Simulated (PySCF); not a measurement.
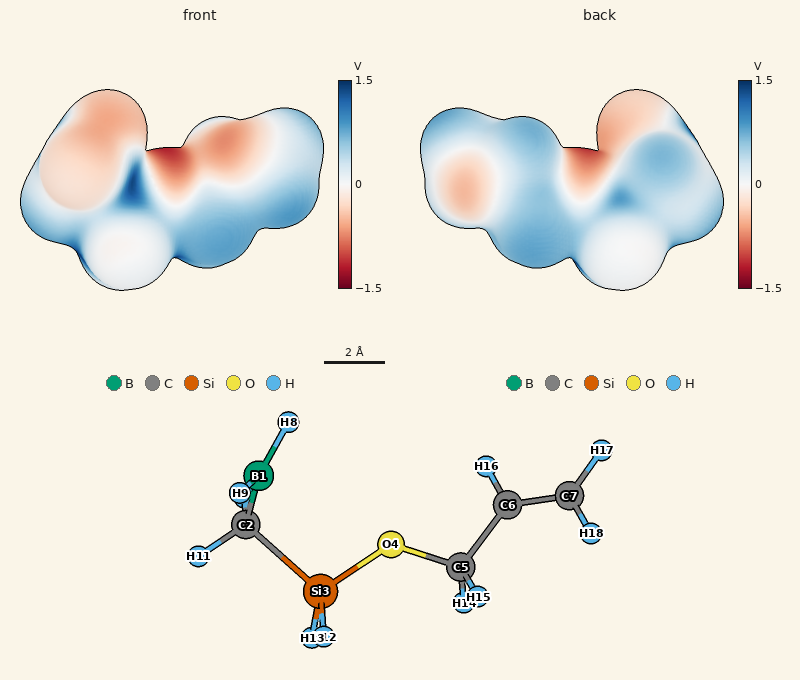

*C₄H₁₁BOSi (SMILES BC[SiH2]OCC=C). The molecular electrostatic potential painted on the density surface at 0.002 e/bohr³, seen from the front and from behind; the colour scale runs from red (negative) to blue (positive). The bare structure is drawn below in the same view.*

Geometry: GFN2-xTB.

The calculation used PySCF 2.14.0, B3LYP/def2-SVPD, SCF density, gas phase.

```xyz
18

B    -2.6731    1.1119    0.1564
C    -2.6745   -0.2056   -0.6502
Si   -1.1567   -1.2239   -0.1054
O     0.1114   -0.2772   -0.4350
C     1.4778   -0.5641   -0.3033
C     2.2876    0.5634   -0.8647
C     3.3593    1.0739   -0.2899
H    -2.1843    2.0820   -0.2795
H    -3.1445    1.1392    1.2291
H    -2.6079   -0.0737   -1.7284
H    -3.5236   -0.8535   -0.4439
H    -1.1858   -1.5963    1.3154
H    -1.0895   -2.4742   -0.8815
H     1.7063   -1.4892   -0.8528
H     1.7233   -0.7331    0.7516
H     1.9175    0.9494   -1.8040
H     3.9179    1.8751   -0.7417
H     3.7302    0.7023    0.6513
```

Question: Where is the surface potential most negative and most positive?

Answer: The most negative region (about −1.1 V) lies over O4, the most positive (about +1.4 V) over B1 and Si3. O4 is the likeliest acceptor of a hydrogen bond.
